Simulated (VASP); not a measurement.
Band structure of MgZnO₂ (space group P3m1). Computed with PBEsol GGA with spin-orbit coupling, VASP's PBE PAW potentials (set 64) (plane waves; VASP).

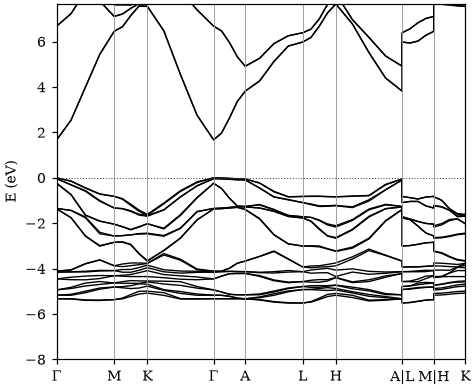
*Bands along high-symmetry lines, zero at the valence-band maximum or, without a gap, the Fermi level*

### Question
Read the plot: is there a gap, and where are the band edges?

### Answer
The gap is direct, 1.67 eV, from the valence maximum at Γ to the conduction minimum at Γ.

The structure comes from a computed database's MgZnO2 entry (P3m1); how it stands against other phases isn't given here. It was relaxed first.
